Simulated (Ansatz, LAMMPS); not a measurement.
# Glassy 83P2O5-17Al2O3 (mol %) (80 atoms), the geometry as built

Geometry: the geometry as built. Computed with Ansatz 0.2.0: Kohn-Sham DFT, PBEsol, PAW (set soft_2), plane waves; cutoff 420 eV, Γ point, fermi-dirac smearing of 0.05 eV; density 2.54 g/cm³.

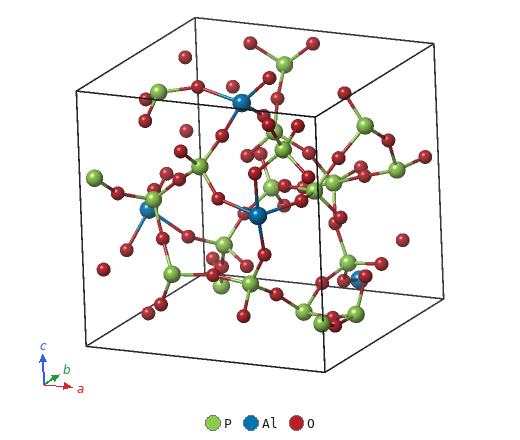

The structure (phosphorus green, aluminium blue, oxygen red). Bonds to atoms that aren't drawn are left out. Some periodic images of atoms are drawn too.

Cell vectors (Å):

```
10.199 0.000 0.000
0.000 10.199 0.000
0.000 0.000 10.199
```

Positions (Å):

```
1 P 4.007 9.718 8.858
2 P 1.508 8.595 0.098
3 P 0.487 0.296 6.679
4 P 7.682 7.233 2.031
5 P 1.782 2.635 5.287
6 P 6.068 2.115 2.500
7 P 3.083 1.419 2.784
8 P 6.635 8.313 4.805
9 P 4.710 7.280 6.954
10 P 10.045 0.202 1.869
11 P 9.658 7.758 5.800
12 P 2.653 6.721 2.377
13 P 3.618 9.011 4.107
14 P 9.970 3.248 1.359
15 P 9.348 5.834 8.083
16 P 1.449 4.070 9.123
17 P 7.891 4.227 5.794
18 P 4.166 1.970 7.036
19 P 8.220 1.090 8.379
20 P 7.120 4.454 0.812
21 Al 4.696 4.650 8.863
22 Al 6.827 9.792 0.542
23 Al 6.934 1.270 5.554
24 Al 0.326 5.075 4.037
25 O 3.040 7.761 3.382
26 O 0.254 6.813 4.958
27 O 9.452 0.693 7.524
28 O 0.783 7.719 9.405
29 O 1.626 5.749 2.891
30 O 3.888 6.138 1.830
31 O 2.362 2.159 3.920
32 O 3.540 10.147 3.060
33 O 8.665 4.812 4.643
34 O 9.846 1.704 1.337
35 O 0.747 0.255 3.069
36 O 5.981 7.621 6.140
37 O 3.614 7.066 5.945
38 O 8.636 4.897 6.992
39 O 0.852 1.478 5.773
40 O 0.413 5.001 8.470
41 O 9.150 7.146 2.169
42 O 8.109 0.163 9.630
43 O 5.226 9.791 9.804
44 O 4.509 2.068 2.708
45 O 8.092 2.707 5.855
46 O 7.133 0.766 7.412
47 O 6.992 7.621 3.436
48 O 4.613 3.068 7.998
49 O 2.829 9.221 9.747
50 O 9.694 7.054 7.187
51 O 0.827 3.709 0.332
52 O 8.415 6.032 9.236
53 O 6.802 1.952 3.791
54 O 8.182 2.464 8.931
55 O 8.229 7.816 5.398
56 O 3.995 0.748 7.979
57 O 6.354 0.884 1.599
58 O 6.538 3.347 1.781
59 O 10.183 3.750 2.760
60 O 0.647 9.648 0.796
61 O 4.865 6.131 7.944
62 O 2.887 9.614 5.208
63 O 2.430 1.660 1.444
64 O 1.543 10.130 7.613
65 O 8.708 9.869 2.288
66 O 7.272 5.782 1.608
67 O 10.160 9.186 5.958
68 O 5.105 8.762 4.354
69 O 6.010 4.491 10.040
70 O 5.118 1.549 5.974
71 O 6.447 4.565 5.754
72 O 1.461 2.828 8.337
73 O 2.058 7.637 1.187
74 O 1.135 3.988 5.222
75 O 2.793 4.764 9.275
76 O 8.617 3.921 0.890
77 O 7.063 9.816 5.047
78 O 4.295 8.455 7.902
79 O 7.012 8.112 0.999
80 O 2.975 2.531 6.244
```

Q: Give the force on every atom.

Columns: atom, fx, fy, fz (forces in eV/Å).

```
1 3.630 -4.259 1.537
2 -1.581 -3.305 0.431
3 0.608 -2.121 4.533
4 3.202 1.707 0.354
5 -0.607 -1.028 -0.044
6 0.783 -5.785 0.851
7 -1.338 -1.306 -5.643
8 1.103 3.119 1.736
9 -4.536 -2.284 -2.975
10 -0.742 -0.466 6.145
11 -0.098 -2.862 -1.475
12 1.087 -2.214 -3.661
13 -0.733 -0.878 2.642
14 0.096 -0.509 0.864
15 -3.550 -2.014 0.347
16 1.803 -2.304 -1.514
17 -2.189 -0.707 -1.300
18 3.591 1.904 0.582
19 -2.406 1.621 2.774
20 2.029 0.381 2.306
21 -2.073 0.103 -1.175
22 1.203 0.768 -0.703
23 -0.047 1.749 1.450
24 -2.240 1.829 -0.427
25 0.237 2.848 2.959
26 0.856 -0.077 -0.866
27 2.103 -0.048 -1.417
28 -0.500 0.250 -1.546
29 -1.167 -0.170 0.974
30 0.290 -0.674 -0.204
31 -0.568 1.358 1.899
32 0.453 1.211 -2.697
33 2.883 0.811 -2.558
34 -0.475 2.208 -1.552
35 0.478 0.397 -0.189
36 3.093 0.233 0.047
37 1.084 -0.060 1.265
38 1.760 0.962 3.077
39 -0.821 1.456 -2.102
40 -0.518 2.182 -0.781
41 -0.466 -0.043 0.231
42 -0.166 -1.478 -0.054
43 -1.710 0.217 -1.197
44 0.944 2.092 0.626
45 0.280 -1.621 0.273
46 -2.035 -0.646 -2.178
47 -1.272 -0.661 0.199
48 -0.259 0.037 -0.176
49 1.323 2.092 -0.755
50 0.630 0.898 2.034
51 -0.462 0.518 1.719
52 0.958 0.218 -0.875
53 -0.665 0.467 0.182
54 0.875 0.850 -0.311
55 -2.022 -0.187 -0.230
56 -1.603 0.080 0.260
57 -0.811 1.815 0.720
58 -0.268 1.972 -0.054
59 0.332 -0.263 -0.662
60 0.605 0.409 -2.367
61 1.147 -0.538 0.742
62 -0.720 -0.005 1.451
63 1.301 -0.297 2.160
64 0.815 -0.027 -0.204
65 -0.358 0.335 -2.146
66 -2.206 -2.797 -0.416
67 0.539 1.488 -1.079
68 0.247 -0.181 -1.470
69 -0.195 0.346 -1.634
70 0.275 -0.041 -0.492
71 -0.354 0.359 0.477
72 0.202 -0.419 -0.246
73 0.073 0.311 1.323
74 1.179 -1.522 0.361
75 1.175 0.386 0.514
76 -0.996 0.410 -1.224
77 -0.275 -2.502 -0.888
78 -0.327 2.971 1.568
79 -0.803 0.153 -0.154
80 -1.107 0.781 0.028
```

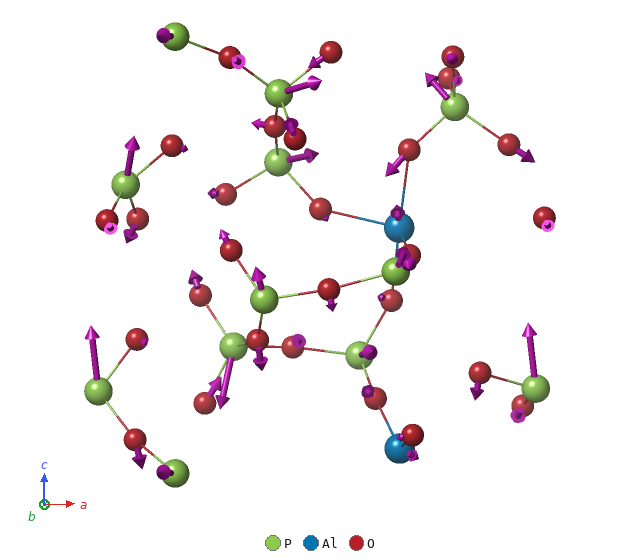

The forces as arrows, the longest 6.21 eV/Å. Drawn is a slice 5 Å thick, seen along the normal of the ac plane. Bonds to atoms that aren't drawn are left out.

The quench rate of 6 K/ps is many orders above laboratory rates, so the cell is likely richer in defects and strain than a real sample. The force components of 1.6 eV/Å r.m.s. hold both thermal displacement and the mismatch between the potential that made the cell and DFT. The network of bonds at the start is that of the classical potential that made the cell, and needn't be the one that DFT or experiment would give. Only the Γ point is sampled, in a cell whose shortest periodic width is 10 Å.

The r.m.s. force component is 1.62 eV/Å; the longest force, 6.21 eV/Å, acts on P10.

[Logs are printed without paths, hosts, clocks, repeated set-up lines and the standing remarks that a program may print on its own settings, such as how far it seeks lower states.]

[Hosts, paths, dates, database ids (printed as entryN), source tags and the programs' standing remarks are cut or masked in the printed files.]
